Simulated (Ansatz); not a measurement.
YbRu₃ (space group Pm-3m, No. 221). Coordinates: the input geometry of an electronic-structure calculation (not necessarily at equilibrium); the starting structure was generated, so it need not be a known form of this composition.

```cif
data_structure
_symmetry_space_group_name_H-M 'P 1'
_symmetry_Int_Tables_number 1
_cell_length_a 3.9430
_cell_length_b 3.9430
_cell_length_c 3.9430
_cell_angle_alpha 90.000
_cell_angle_beta 90.000
_cell_angle_gamma 90.000
_cell_volume 61.30
loop_
_atom_site_label
_atom_site_type_symbol
_atom_site_fract_x
_atom_site_fract_y
_atom_site_fract_z
_atom_site_occupancy
Yb1 Yb 0.00000 0.00000 0.00000 1
Ru1 Ru 0.00000 0.50000 0.50000 1
Ru2 Ru 0.50000 0.50000 0.00000 1
Ru3 Ru 0.50000 0.00000 0.50000 1
```

Bonds are taken as Ru–Ru below 3.1 Å; Yb is left out of the net, as the electropositive filling of the structure; no other contact counts. Simplification: prune 0- and 1-connected atoms, fold 2-connected ones into links.

What net does this leave?

The result is a uninodal 8-connected, three-periodic net: Ru is an 8-connected node. It is the reo net, known from the oxygen array of ReO3. It is a single net, without interpenetration.

```tsv
node	links	point symbol	coordination sequence
Ru	8	3^8.4^8.5^8.6^4	8 30 68 126 180 286 348 510
```

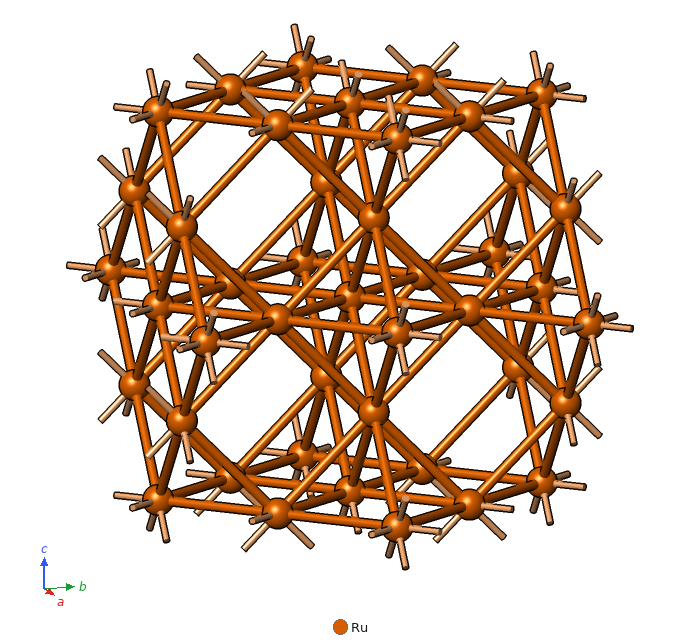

Nodes are coloured by topological kind. Short stubs are edges that leave the cut-out.
